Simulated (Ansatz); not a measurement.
Molecular dynamics of TaH3BrCl3O2 (part 1 of 5)

- system: TaH3BrCl3O2
- method: RKS PBE/def2-SVP (Ansatz 0.2.0)

It belongs to a series of runs on one base structure; here: dynamics from the highest image of the converged band. Figures and captions count atoms from 1; the log counts them from 0 in places.

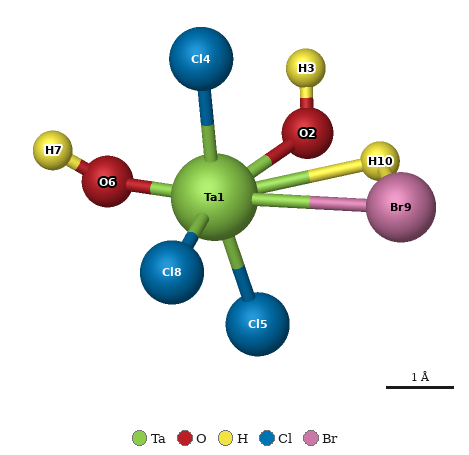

Fig. 1: The structure as given in the input (ball-and-stick view, seen at a tilt; atoms are numbered from 1 in the order of the input). Sticks mark near contacts.

### Key numbers

| quantity | value |
| --- | --- |
| outcome | finished |
| mean temperature over the second half | 440 K |
| trajectory | 200 steps, 100 fs |
| ensemble | nve |
| temperature in the input | 100.0 K |
| time step | 0.5 fs |
| potential energy (last step) | −113264.9783 eV |
| mean-field energy (last step) | −113264.9783 eV |
| largest force (length of the vector) (last step) | 0.994 eV/Å |
| hardware | 4 threads of Intel Xeon @ 2.50GHz (Skylake/Cascade Lake), 12 GiB of memory available, shared host |
| wall time | 13 min (CPU time 49 min) |
| peak memory | 0.32 GiB |

### Remarks

So short a trajectory is not equilibrated.

### Input
```yaml
crystal:
  periodic: [false, false, false]
  atoms:
    - { symbol: Ta, position_ang: [-0.023536, -0.120115, -0.176197] }
    - { symbol: O, position_ang: [2.00392, -0.051044, -0.146226] }
    - { symbol: H, position_ang: [2.427031, 0.034807, 0.732357] }
    - { symbol: Cl, position_ang: [0.210808, -0.696, 2.126189] }
    - { symbol: Cl, position_ang: [0.151608, 0.208207, -2.479759] }
    - { symbol: O, position_ang: [-0.606439, 1.61297, 0.227388] }
    - { symbol: H, position_ang: [-1.089743, 2.011293, 0.974136] }
    - { symbol: Cl, position_ang: [-2.011679, -1.321235, -0.307272] }
    - { symbol: Br, position_ang: [1.304964, -2.821579, -0.782342] }
    - { symbol: H, position_ang: [2.095064, -1.516404, -0.533072] }
basis:
  gaussian: { orbitals: def2-SVP }
hamiltonian:
  xc: pbe
md:
  timestep: 0.5
  n_steps: 200
  ensemble: nve
  temperature: 100.0
  initial_velocities: maxwell_boltzmann
  seed: 8111
```

Launch command:
```bash
ansatz run input.yaml --threads 4 --pin off --max-ram 5120MiB --backend cpu --events-out ev --progress --plain --runs-dir out
```

### What the program printed
```
Engine: ansatz 0.2.0, x86_64-unknown-linux-gnu
Functional definition: PBE
  parameter kappa = 0.804
  parameter beta = 0.06672455060314922
  exchange = pbe_x(kappa = kappa, mu = beta*pi^2/3)
  correlation = pbe_c(beta = beta)
1694 factors; their error is unknown
mean field evaluation 1: about -113252.8447 eV, gradient 8.0e1 eV
mean field evaluation 2: about -112999.2187 eV, gradient 3.1e2 eV
mean field evaluation 4: about -113261.4174 eV, gradient 3.6e1 eV
mean field evaluation 8: about -113264.4778 eV, gradient 6.6e-1 eV
mean field evaluation 16: about -113264.3608 eV, gradient 3.3e-3 eV
mean field -113264.36084201 eV, -4162.3884876026 hartree, gradient 2.4e-5 eV, S^2 0.000000; 0 other end points of the search recorded, 0 dependent functions left out
the calculation of the forces begins
reference -113264.36090752 eV, -4162.3884900100 hartree; 59, 59 occupied and 102, 102 virtual orbitals, 1694 factors
md step     0: t =     0.00 fs  T =   100.0 K  F+E_penalty+E_count = -113264.36084201 eV  E_kin = 0.103408 eV  conserved = -113264.25743401 eV  (33 SCF iters)
these checks for a lower state are left out or cut short: starts, cluster_reference, orbital_swaps, neighbouring_geometries, increment
1694 factors; their error is unknown
mean field -113264.35999423 eV, -4162.3884564472 hartree, gradient 1.6e-5 eV, S^2 0.000000; 0 other end points of the search recorded, 0 dependent functions left out
the calculation of the forces begins
reference -113264.36005971 eV, -4162.3884588537 hartree; 59, 59 occupied and 102, 102 virtual orbitals, 1694 factors
md step     1: t =     0.50 fs  T =    99.2 K  F+E_penalty+E_count = -113264.35999423 eV  E_kin = 0.102588 eV  conserved = -113264.25740613 eV  (33 SCF iters)
[... from here on the SCF iterations and repeated set-up lines of each step are left out, up to the last step ...]
md step     2: t =     1.00 fs  T =    97.0 K  F+E_penalty+E_count = -113264.35768553 eV  E_kin = 0.100342 eV  conserved = -113264.25734311 eV  (33 SCF iters)
md step     3: t =     1.50 fs  T =    94.4 K  F+E_penalty+E_count = -113264.35488882 eV  E_kin = 0.097615 eV  conserved = -113264.25727395 eV  (33 SCF iters)
md step     4: t =     2.00 fs  T =    92.3 K  F+E_penalty+E_count = -113264.35268419 eV  E_kin = 0.095458 eV  conserved = -113264.25722641 eV  (33 SCF iters)
md step     5: t =     2.50 fs  T =    91.5 K  F+E_penalty+E_count = -113264.35181916 eV  E_kin = 0.094601 eV  conserved = -113264.25721795 eV  (33 SCF iters)
md step     6: t =     3.00 fs  T =    92.0 K  F+E_penalty+E_count = -113264.35242864 eV  E_kin = 0.095177 eV  conserved = -113264.25725152 eV  (33 SCF iters)
md step     7: t =     3.50 fs  T =    93.5 K  F+E_penalty+E_count = -113264.35398984 eV  E_kin = 0.096676 eV  conserved = -113264.25731407 eV  (33 SCF iters)
md step     8: t =     4.00 fs  T =    94.9 K  F+E_penalty+E_count = -113264.35552624 eV  E_kin = 0.098145 eV  conserved = -113264.25738090 eV  (33 SCF iters)
md step     9: t =     4.50 fs  T =    95.3 K  F+E_penalty+E_count = -113264.35600312 eV  E_kin = 0.098581 eV  conserved = -113264.25742229 eV  (33 SCF iters)
md step    10: t =     5.00 fs  T =    94.2 K  F+E_penalty+E_count = -113264.35479213 eV  E_kin = 0.097376 eV  conserved = -113264.25741570 eV  (33 SCF iters)
md step    11: t =     5.50 fs  T =    91.5 K  F+E_penalty+E_count = -113264.35201288 eV  E_kin = 0.094653 eV  conserved = -113264.25735944 eV  (33 SCF iters)
md step    12: t =     6.00 fs  T =    88.3 K  F+E_penalty+E_count = -113264.34855073 eV  E_kin = 0.091273 eV  conserved = -113264.25727768 eV  (33 SCF iters)
md step    13: t =     6.50 fs  T =    85.5 K  F+E_penalty+E_count = -113264.34567153 eV  E_kin = 0.088459 eV  conserved = -113264.25721247 eV  (33 SCF iters)
md step    14: t =     7.00 fs  T =    84.3 K  F+E_penalty+E_count = -113264.34437823 eV  E_kin = 0.087179 eV  conserved = -113264.25719971 eV  (33 SCF iters)
md step    15: t =     7.50 fs  T =    84.7 K  F+E_penalty+E_count = -113264.34486699 eV  E_kin = 0.087621 eV  conserved = -113264.25724616 eV  (33 SCF iters)
md step    16: t =     8.00 fs  T =    86.2 K  F+E_penalty+E_count = -113264.34642474 eV  E_kin = 0.089100 eV  conserved = -113264.25732497 eV  (33 SCF iters)
md step    17: t =     8.50 fs  T =    87.5 K  F+E_penalty+E_count = -113264.34783407 eV  E_kin = 0.090441 eV  conserved = -113264.25739357 eV  (33 SCF iters)
md step    18: t =     9.00 fs  T =    87.6 K  F+E_penalty+E_count = -113264.34802257 eV  E_kin = 0.090604 eV  conserved = -113264.25741867 eV  (33 SCF iters)
md step    19: t =     9.50 fs  T =    86.2 K  F+E_penalty+E_count = -113264.34657642 eV  E_kin = 0.089183 eV  conserved = -113264.25739319 eV  (34 SCF iters)
md step    20: t =    10.00 fs  T =    83.7 K  F+E_penalty+E_count = -113264.34387345 eV  E_kin = 0.086541 eV  conserved = -113264.25733200 eV  (33 SCF iters)
md step    21: t =    10.50 fs  T =    80.8 K  F+E_penalty+E_count = -113264.34085215 eV  E_kin = 0.083589 eV  conserved = -113264.25726349 eV  (32 SCF iters)
md step    22: t =    11.00 fs  T =    78.7 K  F+E_penalty+E_count = -113264.33857582 eV  E_kin = 0.081361 eV  conserved = -113264.25721508 eV  (33 SCF iters)
md step    23: t =    11.50 fs  T =    77.9 K  F+E_penalty+E_count = -113264.33780042 eV  E_kin = 0.080596 eV  conserved = -113264.25720483 eV  (33 SCF iters)
md step    24: t =    12.00 fs  T =    78.8 K  F+E_penalty+E_count = -113264.33869082 eV  E_kin = 0.081456 eV  conserved = -113264.25723524 eV  (33 SCF iters)
md step    25: t =    12.50 fs  T =    80.7 K  F+E_penalty+E_count = -113264.34076859 eV  E_kin = 0.083473 eV  conserved = -113264.25729512 eV  (33 SCF iters)
md step    26: t =    13.00 fs  T =    82.9 K  F+E_penalty+E_count = -113264.34309500 eV  E_kin = 0.085734 eV  conserved = -113264.25736117 eV  (33 SCF iters)
md step    27: t =    13.50 fs  T =    84.4 K  F+E_penalty+E_count = -113264.34464524 eV  E_kin = 0.087241 eV  conserved = -113264.25740458 eV  (32 SCF iters)
md step    28: t =    14.00 fs  T =    84.5 K  F+E_penalty+E_count = -113264.34475896 eV  E_kin = 0.087356 eV  conserved = -113264.25740286 eV  (33 SCF iters)
md step    29: t =    14.50 fs  T =    83.3 K  F+E_penalty+E_count = -113264.34348622 eV  E_kin = 0.086135 eV  conserved = -113264.25735125 eV  (33 SCF iters)
md step    30: t =    15.00 fs  T =    81.6 K  F+E_penalty+E_count = -113264.34164160 eV  E_kin = 0.084370 eV  conserved = -113264.25727164 eV  (33 SCF iters)
md step    31: t =    15.50 fs  T =    80.5 K  F+E_penalty+E_count = -113264.34046345 eV  E_kin = 0.083260 eV  conserved = -113264.25720351 eV  (33 SCF iters)
md step    32: t =    16.00 fs  T =    81.1 K  F+E_penalty+E_count = -113264.34100228 eV  E_kin = 0.083818 eV  conserved = -113264.25718397 eV  (33 SCF iters)
md step    33: t =    16.50 fs  T =    83.5 K  F+E_penalty+E_count = -113264.34355982 eV  E_kin = 0.086336 eV  conserved = -113264.25722339 eV  (33 SCF iters)
md step    34: t =    17.00 fs  T =    87.3 K  F+E_penalty+E_count = -113264.34752875 eV  E_kin = 0.090230 eV  conserved = -113264.25729847 eV  (33 SCF iters)
md step    35: t =    17.50 fs  T =    91.3 K  F+E_penalty+E_count = -113264.35173961 eV  E_kin = 0.094370 eV  conserved = -113264.25736961 eV  (32 SCF iters)
md step    36: t =    18.00 fs  T =    94.5 K  F+E_penalty+E_count = -113264.35508318 eV  E_kin = 0.097682 eV  conserved = -113264.25740148 eV  (33 SCF iters)
md step    37: t =    18.50 fs  T =    96.4 K  F+E_penalty+E_count = -113264.35704873 eV  E_kin = 0.099665 eV  conserved = -113264.25738335 eV  (33 SCF iters)
md step    38: t =    19.00 fs  T =    97.3 K  F+E_penalty+E_count = -113264.35790430 eV  E_kin = 0.100576 eV  conserved = -113264.25732821 eV  (33 SCF iters)
md step    39: t =    19.50 fs  T =    97.9 K  F+E_penalty+E_count = -113264.35850291 eV  E_kin = 0.101239 eV  conserved = -113264.25726344 eV  (33 SCF iters)
md step    40: t =    20.00 fs  T =    99.3 K  F+E_penalty+E_count = -113264.35986354 eV  E_kin = 0.102646 eV  conserved = -113264.25721712 eV  (35 SCF iters)
md step    41: t =    20.50 fs  T =   102.0 K  F+E_penalty+E_count = -113264.36273036 eV  E_kin = 0.105522 eV  conserved = -113264.25720835 eV  (32 SCF iters)
md step    42: t =    21.00 fs  T =   106.4 K  F+E_penalty+E_count = -113264.36726623 eV  E_kin = 0.110023 eV  conserved = -113264.25724339 eV  (33 SCF iters)
md step    43: t =    21.50 fs  T =   111.8 K  F+E_penalty+E_count = -113264.37296016 eV  E_kin = 0.115647 eV  conserved = -113264.25731285 eV  (33 SCF iters)
md step    44: t =    22.00 fs  T =   117.4 K  F+E_penalty+E_count = -113264.37877371 eV  E_kin = 0.121378 eV  conserved = -113264.25739540 eV  (33 SCF iters)
md step    45: t =    22.50 fs  T =   121.9 K  F+E_penalty+E_count = -113264.38348325 eV  E_kin = 0.126021 eV  conserved = -113264.25746242 eV  (33 SCF iters)
md step    46: t =    23.00 fs  T =   124.4 K  F+E_penalty+E_count = -113264.38612679 eV  E_kin = 0.128637 eV  conserved = -113264.25748943 eV  (33 SCF iters)
md step    47: t =    23.50 fs  T =   124.7 K  F+E_penalty+E_count = -113264.38639125 eV  E_kin = 0.128926 eV  conserved = -113264.25746535 eV  (33 SCF iters)
md step    48: t =    24.00 fs  T =   123.2 K  F+E_penalty+E_count = -113264.38476595 eV  E_kin = 0.127363 eV  conserved = -113264.25740258 eV  (33 SCF iters)
md step    49: t =    24.50 fs  T =   120.9 K  F+E_penalty+E_count = -113264.38233754 eV  E_kin = 0.125005 eV  conserved = -113264.25733252 eV  (33 SCF iters)
md step    50: t =    25.00 fs  T =   119.0 K  F+E_penalty+E_count = -113264.38029413 eV  E_kin = 0.123005 eV  conserved = -113264.25728943 eV  (33 SCF iters)
md step    51: t =    25.50 fs  T =   118.1 K  F+E_penalty+E_count = -113264.37940064 eV  E_kin = 0.122113 eV  conserved = -113264.25728786 eV  (33 SCF iters)
md step    52: t =    26.00 fs  T =   118.4 K  F+E_penalty+E_count = -113264.37976783 eV  E_kin = 0.122453 eV  conserved = -113264.25731485 eV  (33 SCF iters)
md step    53: t =    26.50 fs  T =   119.6 K  F+E_penalty+E_count = -113264.38103713 eV  E_kin = 0.123695 eV  conserved = -113264.25734224 eV  (33 SCF iters)
md step    54: t =    27.00 fs  T =   121.3 K  F+E_penalty+E_count = -113264.38280401 eV  E_kin = 0.125455 eV  conserved = -113264.25734852 eV  (33 SCF iters)
md step    55: t =    27.50 fs  T =   123.4 K  F+E_penalty+E_count = -113264.38495557 eV  E_kin = 0.127623 eV  conserved = -113264.25733228 eV  (33 SCF iters)
md step    56: t =    28.00 fs  T =   126.1 K  F+E_penalty+E_count = -113264.38771317 eV  E_kin = 0.130404 eV  conserved = -113264.25730908 eV  (34 SCF iters)
md step    57: t =    28.50 fs  T =   129.7 K  F+E_penalty+E_count = -113264.39141212 eV  E_kin = 0.134114 eV  conserved = -113264.25729856 eV  (34 SCF iters)
md step    58: t =    29.00 fs  T =   134.3 K  F+E_penalty+E_count = -113264.39620275 eV  E_kin = 0.138889 eV  conserved = -113264.25731341 eV  (34 SCF iters)
md step    59: t =    29.50 fs  T =   139.7 K  F+E_penalty+E_count = -113264.40184547 eV  E_kin = 0.144490 eV  conserved = -113264.25735517 eV  (34 SCF iters)
md step    60: t =    30.00 fs  T =   145.3 K  F+E_penalty+E_count = -113264.40767316 eV  E_kin = 0.150257 eV  conserved = -113264.25741596 eV  (33 SCF iters)
md step    61: t =    30.50 fs  T =   150.1 K  F+E_penalty+E_count = -113264.41270873 eV  E_kin = 0.155228 eV  conserved = -113264.25748119 eV  (33 SCF iters)
md step    62: t =    31.00 fs  T =   153.1 K  F+E_penalty+E_count = -113264.41589820 eV  E_kin = 0.158366 eV  conserved = -113264.25753251 eV  (34 SCF iters)
md step    63: t =    31.50 fs  T =   153.6 K  F+E_penalty+E_count = -113264.41641595 eV  E_kin = 0.158867 eV  conserved = -113264.25754933 eV  (33 SCF iters)
md step    64: t =    32.00 fs  T =   151.3 K  F+E_penalty+E_count = -113264.41399014 eV  E_kin = 0.156474 eV  conserved = -113264.25751649 eV  (33 SCF iters)
md step    65: t =    32.50 fs  T =   146.7 K  F+E_penalty+E_count = -113264.40914094 eV  E_kin = 0.151708 eV  conserved = -113264.25743276 eV  (33 SCF iters)
md step    66: t =    33.00 fs  T =   141.1 K  F+E_penalty+E_count = -113264.40319331 eV  E_kin = 0.145877 eV  conserved = -113264.25731662 eV  (33 SCF iters)
md step    67: t =    33.50 fs  T =   136.1 K  F+E_penalty+E_count = -113264.39796671 eV  E_kin = 0.140760 eV  conserved = -113264.25720633 eV  (34 SCF iters)
md step    68: t =    34.00 fs  T =   133.5 K  F+E_penalty+E_count = -113264.39518148 eV  E_kin = 0.138039 eV  conserved = -113264.25714249 eV  (33 SCF iters)
md step    69: t =    34.50 fs  T =   134.1 K  F+E_penalty+E_count = -113264.39583416 eV  E_kin = 0.138688 eV  conserved = -113264.25714659 eV  (34 SCF iters)
md step    70: t =    35.00 fs  T =   138.0 K  F+E_penalty+E_count = -113264.39986911 eV  E_kin = 0.142660 eV  conserved = -113264.25720870 eV  (34 SCF iters)
md step    71: t =    35.50 fs  T =   144.1 K  F+E_penalty+E_count = -113264.40632688 eV  E_kin = 0.149032 eV  conserved = -113264.25729512 eV  (34 SCF iters)
md step    72: t =    36.00 fs  T =   151.3 K  F+E_penalty+E_count = -113264.41385381 eV  E_kin = 0.156483 eV  conserved = -113264.25737130 eV  (33 SCF iters)
md step    73: t =    36.50 fs  T =   158.4 K  F+E_penalty+E_count = -113264.42124605 eV  E_kin = 0.163827 eV  conserved = -113264.25741903 eV  (33 SCF iters)
md step    74: t =    37.00 fs  T =   164.7 K  F+E_penalty+E_count = -113264.42774756 eV  E_kin = 0.170307 eV  conserved = -113264.25744084 eV  (33 SCF iters)
md step    75: t =    37.50 fs  T =   169.8 K  F+E_penalty+E_count = -113264.43302827 eV  E_kin = 0.175576 eV  conserved = -113264.25745179 eV  (33 SCF iters)
md step    76: t =    38.00 fs  T =   173.6 K  F+E_penalty+E_count = -113264.43696896 eV  E_kin = 0.179504 eV  conserved = -113264.25746502 eV  (33 SCF iters)
md step    77: t =    38.50 fs  T =   176.0 K  F+E_penalty+E_count = -113264.43945946 eV  E_kin = 0.181978 eV  conserved = -113264.25748191 eV  (33 SCF iters)
md step    78: t =    39.00 fs  T =   176.8 K  F+E_penalty+E_count = -113264.44036052 eV  E_kin = 0.182869 eV  conserved = -113264.25749145 eV  (33 SCF iters)
md step    79: t =    39.50 fs  T =   176.2 K  F+E_penalty+E_count = -113264.43965147 eV  E_kin = 0.182174 eV  conserved = -113264.25747734 eV  (33 SCF iters)
md step    80: t =    40.00 fs  T =   174.3 K  F+E_penalty+E_count = -113264.43765689 eV  E_kin = 0.180226 eV  conserved = -113264.25743057 eV  (33 SCF iters)
md step    81: t =    40.50 fs  T =   172.0 K  F+E_penalty+E_count = -113264.43517001 eV  E_kin = 0.177811 eV  conserved = -113264.25735902 eV  (33 SCF iters)
md step    82: t =    41.00 fs  T =   170.2 K  F+E_penalty+E_count = -113264.43333417 eV  E_kin = 0.176048 eV  conserved = -113264.25728609 eV  (33 SCF iters)
md step    83: t =    41.50 fs  T =   170.3 K  F+E_penalty+E_count = -113264.43329814 eV  E_kin = 0.176059 eV  conserved = -113264.25723867 eV  (34 SCF iters)
md step    84: t =    42.00 fs  T =   172.7 K  F+E_penalty+E_count = -113264.43581507 eV  E_kin = 0.178581 eV  conserved = -113264.25723366 eV  (33 SCF iters)
md step    85: t =    42.50 fs  T =   177.6 K  F+E_penalty+E_count = -113264.44097345 eV  E_kin = 0.183699 eV  conserved = -113264.25727428 eV  (33 SCF iters)
md step    86: t =    43.00 fs  T =   184.5 K  F+E_penalty+E_count = -113264.44812751 eV  E_kin = 0.190774 eV  conserved = -113264.25735326 eV  (33 SCF iters)
md step    87: t =    43.50 fs  T =   192.0 K  F+E_penalty+E_count = -113264.45599760 eV  E_kin = 0.198543 eV  conserved = -113264.25745457 eV  (33 SCF iters)
md step    88: t =    44.00 fs  T =   198.6 K  F+E_penalty+E_count = -113264.46292592 eV  E_kin = 0.205374 eV  conserved = -113264.25755189 eV  (34 SCF iters)
md step    89: t =    44.50 fs  T =   202.8 K  F+E_penalty+E_count = -113264.46729869 eV  E_kin = 0.209685 eV  conserved = -113264.25761373 eV  (34 SCF iters)
md step    90: t =    45.00 fs  T =   203.5 K  F+E_penalty+E_count = -113264.46805343 eV  E_kin = 0.210438 eV  conserved = -113264.25761555 eV  (34 SCF iters)
md step    91: t =    45.50 fs  T =   200.7 K  F+E_penalty+E_count = -113264.46507264 eV  E_kin = 0.207520 eV  conserved = -113264.25755243 eV  (33 SCF iters)
md step    92: t =    46.00 fs  T =   195.2 K  F+E_penalty+E_count = -113264.45926995 eV  E_kin = 0.201828 eV  conserved = -113264.25744220 eV  (34 SCF iters)
md step    93: t =    46.50 fs  T =   188.6 K  F+E_penalty+E_count = -113264.45232388 eV  E_kin = 0.195007 eV  conserved = -113264.25731647 eV  (34 SCF iters)
md step    94: t =    47.00 fs  T =   182.7 K  F+E_penalty+E_count = -113264.44618403 eV  E_kin = 0.188975 eV  conserved = -113264.25720902 eV  (33 SCF iters)
md step    95: t =    47.50 fs  T =   179.3 K  F+E_penalty+E_count = -113264.44253714 eV  E_kin = 0.185392 eV  conserved = -113264.25714469 eV  (33 SCF iters)
md step    96: t =    48.00 fs  T =   179.2 K  F+E_penalty+E_count = -113264.44239764 eV  E_kin = 0.185262 eV  conserved = -113264.25713605 eV  (34 SCF iters)
md step    97: t =    48.50 fs  T =   182.5 K  F+E_penalty+E_count = -113264.44590409 eV  E_kin = 0.188723 eV  conserved = -113264.25718125 eV  (34 SCF iters)
md step    98: t =    49.00 fs  T =   188.7 K  F+E_penalty+E_count = -113264.45234662 eV  E_kin = 0.195081 eV  conserved = -113264.25726561 eV  (33 SCF iters)
md step    99: t =    49.50 fs  T =   196.3 K  F+E_penalty+E_count = -113264.46040046 eV  E_kin = 0.203034 eV  conserved = -113264.25736635 eV  (33 SCF iters)
md step   100: t =    50.00 fs  T =   204.1 K  F+E_penalty+E_count = -113264.46850029 eV  E_kin = 0.211043 eV  conserved = -113264.25745724 eV  (33 SCF iters)
md step   101: t =    50.50 fs  T =   210.6 K  F+E_penalty+E_count = -113264.47525784 eV  E_kin = 0.217740 eV  conserved = -113264.25751803 eV  (33 SCF iters)
md step   102: t =    51.00 fs  T =   214.9 K  F+E_penalty+E_count = -113264.47978445 eV  E_kin = 0.222242 eV  conserved = -113264.25754225 eV  (33 SCF iters)
md step   103: t =    51.50 fs  T =   216.9 K  F+E_penalty+E_count = -113264.48179816 eV  E_kin = 0.224260 eV  conserved = -113264.25753774 eV  (33 SCF iters)
md step   104: t =    52.00 fs  T =   216.6 K  F+E_penalty+E_count = -113264.48150186 eV  E_kin = 0.223984 eV  conserved = -113264.25751812 eV  (34 SCF iters)
md step   105: t =    52.50 fs  T =   214.6 K  F+E_penalty+E_count = -113264.47937161 eV  E_kin = 0.221884 eV  conserved = -113264.25748740 eV  (33 SCF iters)
md step   106: t =    53.00 fs  T =   211.4 K  F+E_penalty+E_count = -113264.47607355 eV  E_kin = 0.218637 eV  conserved = -113264.25743610 eV  (32 SCF iters)
md step   107: t =    53.50 fs  T =   208.1 K  F+E_penalty+E_count = -113264.47257184 eV  E_kin = 0.215216 eV  conserved = -113264.25735549 eV  (33 SCF iters)
```
